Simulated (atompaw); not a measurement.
# Ga: generating and testing a PAW (atompaw) potential

Aim: build the potential from the settings below, then test how well it stands in for the atom: scattering, ghost states and the plane-wave cutoff that it needs.

Method: atompaw 4.2.0.5, PBEsol, scalar-relativistic.

### Step 1. The atom and the settings

Typed settings, in words:

- element: gallium (Ga, Z = 31)
- type: PAW
- frozen core: [Ar]
- valence charge: 13
- reference configuration: 3d10 4s1.75 4p1.25
- partial waves: 4s (bound): rc 1.55 bohr; 4s channel at 2.05 Ry: rc 2.45 bohr; 4p (bound): rc 2.45 bohr; 4p channel at 4.4 Ry: rc 2.45 bohr; 3d (bound): rc 1.60 bohr; 3d channel at 0.15 Ry: rc 1.60 bohr
- local potential: troulliermartins scheme with l = 3 at 0.5 Ry, radius 1.65 bohr
- core correction: smooth core density matched at 2.10 bohr
- augmentation charge: besselshape compensation charge, radius 1.75 bohr; PAW radius 2.45 bohr; waves and projectors: custom polynom2 7 10 vanderbiltortho

An earlier all-electron run gives the scale for the radii.

All-electron outer shells of the reference configuration (PBEsol, scalar-relativistic, ld1.x):

```json
{"shell": "3s", "level (eV)": "-148.28", "outermost node (bohr)": "0.27", "outermost maximum (bohr)": "0.56"}
{"shell": "3p", "level (eV)": "-99.19", "outermost node (bohr)": "0.24", "outermost maximum (bohr)": "0.56"}
{"shell": "3d", "level (eV)": "-19.65", "outermost node (bohr)": "–", "outermost maximum (bohr)": "0.53"}
{"shell": "4s", "level (eV)": "-9.25", "outermost node (bohr)": "0.81", "outermost maximum (bohr)": "1.90"}
{"shell": "4p", "level (eV)": "-2.78", "outermost node (bohr)": "0.87", "outermost maximum (bohr)": "2.50"}
```

### Step 2. Generation

Contents of Ga.input:

```
Ga 31
GGA-PBESOL scalarrelativistic loggrid 1500 logderivrange -3 5 201
4 4 3 0 0 0
4 0 1.75
4 1 1.25
0 0 0
c
c
c
v
c
c
v
v
2
2.45 1.75 1.65 2.10
y
2.05
n
y
4.4
n
y
0.15
n
custom polynom2 7 10 vanderbiltortho besselshape
3 0.5 troulliermartins
1.55
2.45
2.45
2.45
1.60
1.60
PWSCFOUT
UPFDX 0.0125d0 UPFXMIN -7.d0 UPFZMESH 31.d0
END
```

The run is started by

```
$ atompaw < Ga.input > Ga.log
```

Output in the file Ga (summary file):

```text
 Completed calculations for Ga (AE)

 Exchange-correlation type: GGA, Perdew-Burke-Ernzerhof modified (PBEsol)

 Radial integration grid is logarithmic 
 r0 =   2.7104631E-04 h =   8.4024356E-03   n =      1500 rmax =   8.0000000E+01

 Scalar relativistic calculation

 AEatom converged in  46 iterations
   nz     =  31.00
   delta  =       7.446585866639E-17

 All Electron Orbital energies:         
  n  l      occupancy      energy
  1  0      2.0000000E+00 -7.5127680E+02
  2  0      2.0000000E+00 -9.2733063E+01
  3  0      2.0000000E+00 -1.0898694E+01
  4  0      1.7500000E+00 -6.8025876E-01
  2  1      6.0000000E+00 -8.0754249E+01
  3  1      6.0000000E+00 -7.2902286E+00
  4  1      1.2500000E+00 -2.0436555E-01
  3  2      1.0000000E+01 -1.4446256E+00

 Total energy
   Total                    :    -3884.79994285700104

 ---
 Completed calculations for Ga (SC)

 Exchange-correlation type: GGA, Perdew-Burke-Ernzerhof modified (PBEsol)

 Radial integration grid is logarithmic 
 r0 =   2.7104631E-04 h =   8.4024356E-03   n =      1500 rmax =   8.0000000E+01

 Scalar relativistic calculation

 SCatom converged in   3 iterations
   nz     =  31.00
   delta  =       9.019753923077E-18

 Valence Electron Orbital energies:         
  n  l      occupancy      energy
   4  0      1.7500000E+00 -6.8025876E-01
   4  1      1.2500000E+00 -2.0436555E-01
   3  2      1.0000000E+01 -1.4446256E+00

 Total energy
   Total                    :    -3884.79994285712246
   Valence                  :     -274.64911984794793

 PAW parameters: 
       lmax =            2
         rc =    2.4677625121487390     
        irc =         1086
   rc_shape =    1.7632709440535985     
    rc_vloc =    1.6625361103070269     
    rc_core =    2.1035924779052819     
   Vloc: Norm-conserving Troullier-Martins with l= 3;e=   5.0000E-01
   Projector type: improved polynomial pseudization + Vanderbilt ortho.
   Bessel compensation charge shape zeroed at   1.7633E+00

 Number of basis functions     6
 No.   n  nodes  l      Energy         Cp coeff         Occ
  1    4    3    0   -0.6802588E+00  0.5347862E+01  0.1750000E+01
  2  999    4    0    0.2050000E+01  0.4489213E+00  0.0000000E+00
  3    4    2    1   -0.2043655E+00  0.2258139E+01  0.1250000E+01
  4  999    3    1    0.4400000E+01  0.4544381E+00  0.0000000E+00
  5    3    0    2   -0.1444626E+01  0.3427606E+01  0.1000000E+02
  6  999    1    2    0.1500000E+00 -0.3528289E+02  0.0000000E+00

 Eigenvalues of overlap operator (in the basis of projectors):
    1        3.11681114E+00
    2        3.70825528E+00
    3        4.42131897E+00
    4        6.97986190E+00
    5        9.72077268E+01
    6        8.45021517E+03

 Orbital leakage outside PAW augmentation regions
   orb  is_core?  %out_of_sphere
   1 0    T          -0.00
   2 0    T           0.00
   3 0    T           0.00
   4 0    F          37.67
   2 1    T           0.00
   3 1    T           0.01
   4 1    F          68.63
   3 2    F           0.74

 Summary of PAW energies
   Total valence energy     :   -274.64913134133479
   Smooth energy            :     19.07197510145932
   One center               :   -293.72110644279411
   Smooth kinetic           :     14.06660797300922
   Vloc energy              :     -2.35990518823839
   Smooth exch-corr         :     -3.17856848623904
   One-center xc            :   -144.71502512595350
```

Wall time 9.9 s (1 thread of AMD EPYC 7R43, shared host).

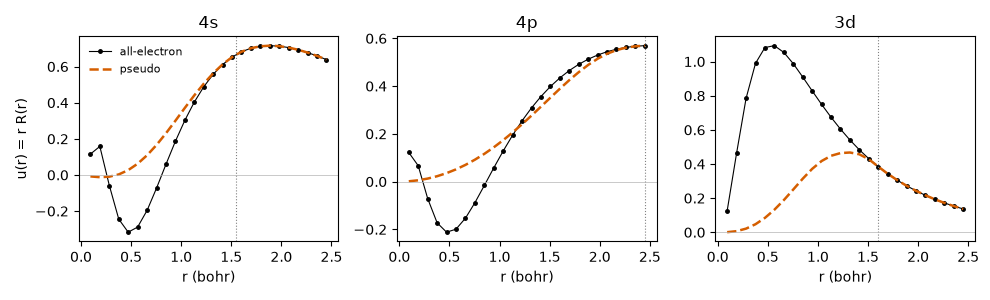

All-electron and pseudo partial waves (4s, 4p, 3d), with the matching radii dotted. The curves join 26 sampled radii, too few to resolve the innermost nodes.

### Step 3. Logarithmic derivatives

Taken from the files of the generation run. The phase is arctan(r·u′/u) with u = r·R, unwrapped, with energies in Ry. A pole is an energy at which the radial function vanishes at the test radius. The pseudo phase is shifted by a multiple of π to meet the all-electron one at the reference energy. Levels narrower than the energy grid can be missing from the poles. The last column is the largest difference on the grid between −1 and +1 Ry.

| channel | radius (bohr) | reference (Ry) | poles AE | poles PS | window around the reference with phases within 0.05 rad (Ry) | largest difference near zero (rad) |
| --- | --- | --- | --- | --- | --- | --- |
| s | 2.47 | -0.68 | 0.70 | 0.67, 1.98 | below 2.0 | 0.005 |
| p | 2.47 | -0.20 | 1.86 | 1.84 | the whole range | 0.003 |
| d | 2.47 | -1.44 | -1.40, 3.95 | -1.40, 4.06 | the whole range | 0.001 |

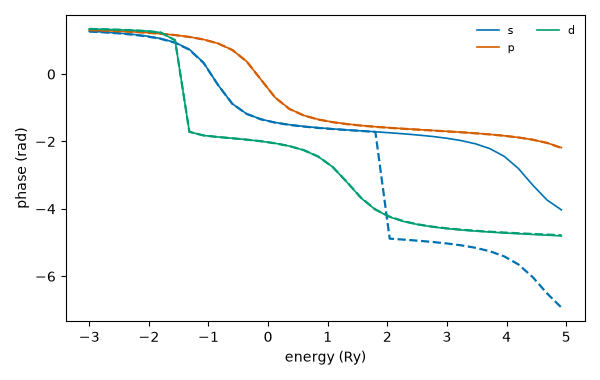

All-electron (solid) and pseudo (dashed) phases against energy.

### Step 4. Cutoff and ghost test in a Bessel basis

A separate test, outside the generator: the pseudo-atom's Hamiltonian at the reference potential is diagonalised in spherical Bessel functions j_l(qr) that vanish at 20 bohr, with q² up to the cutoff.

All-electron valence levels (Ry): 4s -0.6803, 4p -0.2044, 3d -1.4446. The lowest levels of each channel (Ry) by cutoff; the last column sums, over occupied levels, occupation times the distance from the level at 400 Ry. A positive value at high cutoff is not a bound level.

| cutoff (Ry) | s #1 | p #1 | d #1 | f #1 | Σ f·Δε (mRy) |
| --- | --- | --- | --- | --- | --- |
| 8 | -0.6510 | -0.1985 | 0.0482 | 0.1031 | 14985.7 |
| 15 | -0.6768 | -0.2039 | -1.1831 | 0.1031 | 2621.1 |
| 25 | -0.6802 | -0.2042 | -1.4402 | 0.1031 | 43.5 |
| 40 | -0.6802 | -0.2043 | -1.4425 | 0.1031 | 20.7 |
| 55 | -0.6803 | -0.2044 | -1.4428 | 0.1031 | 17.8 |
| 90 | -0.6803 | -0.2044 | -1.4433 | 0.1031 | 13.0 |
| 120 | -0.6803 | -0.2044 | -1.4434 | 0.1031 | 11.5 |
| 140 | -0.6803 | -0.2044 | -1.4438 | 0.1031 | 7.8 |
| 180 | -0.6803 | -0.2044 | -1.4441 | 0.1031 | 5.0 |
| 260 | -0.6803 | -0.2044 | -1.4444 | 0.1031 | 1.5 |
| 300 | -0.6803 | -0.2044 | -1.4445 | 0.1031 | 0.7 |
| 400 | -0.6803 | -0.2044 | -1.4446 | 0.1031 | 0.0 |

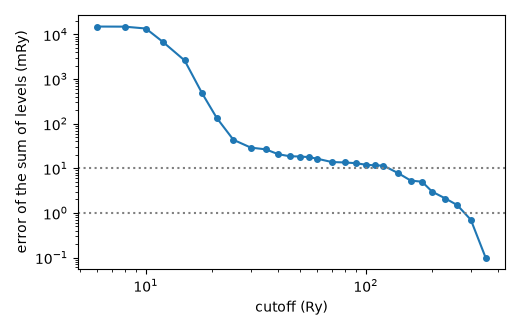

Occupation-weighted error of the valence levels against the cutoff; the dotted lines mark 10 and 1 mRy.

The sum stays within 10 mRy from 140 Ry and within 1 mRy from 300 Ry. The sum leaves out empty levels, which can need more. Ghost test: no level below the all-electron spectrum of its channel (s, p, d, f tested).

### Step 5. Outcome

| quantity | value |
| --- | --- |
| cutoffs for 10 and 1 mRy, occupied levels | 140 Ry and 300 Ry |
| bound ghosts | none found |
| largest phase difference near zero energy, channels read | 0.005 rad |
| lowest eigenvalue of the overlap (Bessel basis) | 0.549 (s) |
| share of valence orbitals outside the PAW sphere | 4s 38 %, 4p 69 %, 3d 1 % |
| UPF file | written |

In words: The potential is very hard: the looser tolerance needs 140 Ry. The slowest occupied level is 3d: taken alone it needs 140 Ry to come within 1 mRy, against 18 Ry for 4s. The Bessel-basis test finds no level below the valence levels. Near zero energy the phases of the channels with partial waves agree within 0.005 rad. The pseudo curves have a pole with no partner nearby in the atom's: s at 1.98 Ry. At positive energy that is a spurious or a displaced resonance.
